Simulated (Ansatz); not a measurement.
CH7BSSi (SMILES CB([SiH3])S)

```xyz
11

C    -0.0838    1.1438   -0.9372
B    -0.2511   -0.2498   -0.2489
Si    0.6515   -0.6717    1.5120
S    -1.2269   -1.5694   -0.9263
H     0.9784    1.3520   -1.1096
H    -0.4263    1.9363   -0.2616
H    -0.6131    1.2513   -1.8871
H     0.3681   -2.0473    2.0048
H     0.2071    0.2967    2.5557
H     2.1292   -0.5229    1.3736
H    -1.6678   -0.9762   -2.0548
```

Geometry: PBE0-D4/def2-TZVP.

Theory: RKS PBE0-D4/def2-TZVPP (Ansatz).

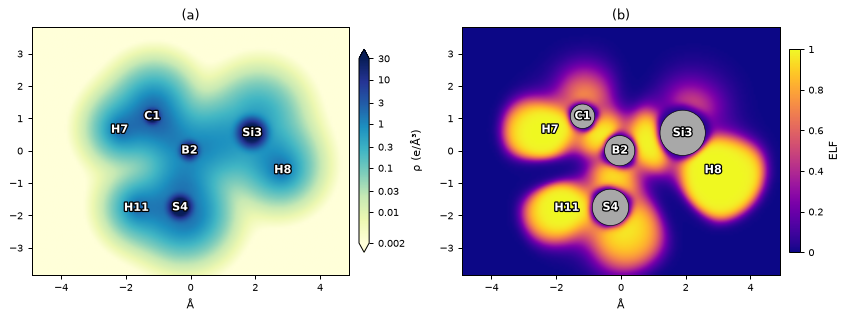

Figure 1. (a) total electron density; (b) ELF on the plane of atoms B2, Si3 and H8. Grey discs cover the atomic cores in the ELF map.

Read the bonding off the picture.

Answer. The plane passes through C, B, Si, S and H nuclei. C–B (1.56 Å): the density is about 1.4 e/Å³ at the midpoint; the ELF peaks at about 0.95 between the atoms; a covalent bond. B–S (1.78 Å): the density is about 1.3 e/Å³ at the midpoint; the ELF peaks at about 0.90 between the atoms: a covalent bond. Si–B (2.02 Å): the density is about 0.79 e/Å³ at the midpoint; the ELF peaks at about 1 between the atoms; localised, covalent bonding. C–H (1.09 Å): the density is about 2 e/Å³ at the midpoint; the ELF climbs to about 1 towards the hydrogen, as it does in any bond to H: a covalent bond by its length. S–H (1.35 Å): ρ is about 1.5 e/Å³ halfway; the ELF climbs to about 1 towards the hydrogen. The ELF also peaks beside S4, away from the bonds: lone-pair regions.

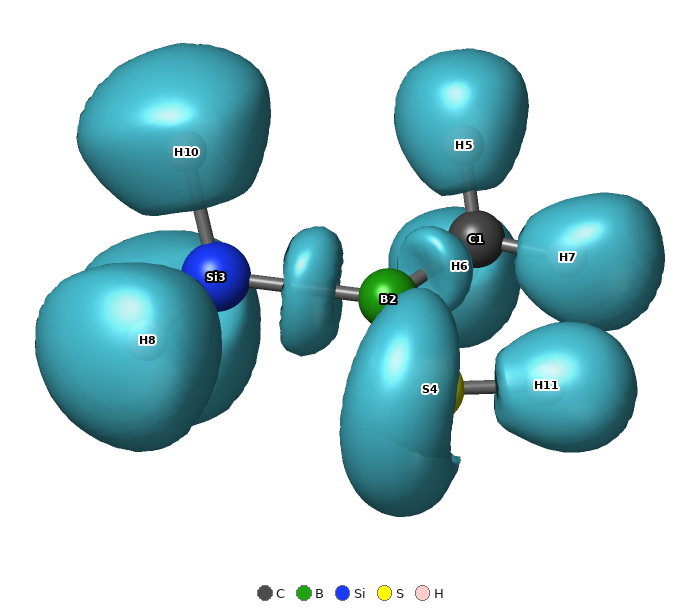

Figure 2. Isosurface of the electron localisation function at 0.85 (cyan), seen at an oblique angle. Core shells and regions of very low density are left out.

Describe the localisation domains.

Answer. The ELF exceeds this value in one region between bonded B–C atoms (shared pairs), one region between bonded B–Si atoms (shared pairs), seven regions around hydrogen nuclei and one region on S in which the atom's valence shell and bonds are merged.

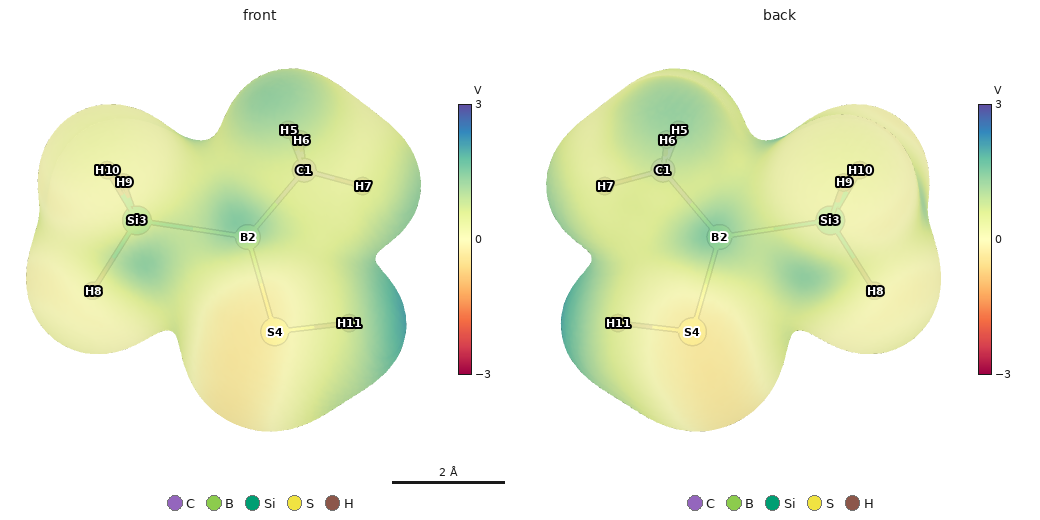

Figure 3. The molecular electrostatic potential painted on the density surface at 0.004 e/bohr³, seen from the front and from behind; the colour scale runs from red (negative) to blue (positive).

Where is the surface potential most negative and most positive?

Answer. The most negative region (about −0.3 V) lies over S4, the most positive (about +2.0 V) over H11.

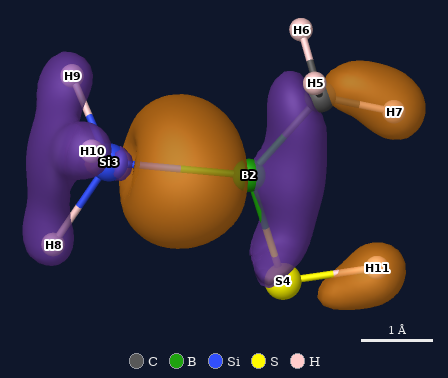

Figure 4. The HOMO at ±0.15 Å⁻³ᐟ² (orange and purple are the two phases), seen at a tilt.

Where does this orbital lie, and at what energy?

Answer. By Hirshfeld shares it lies mainly on Si3 (about 35 %), B2 (about 30 %), C1 (about 10 %) and S4 (about 10 %). Its energy is −8.10 eV.
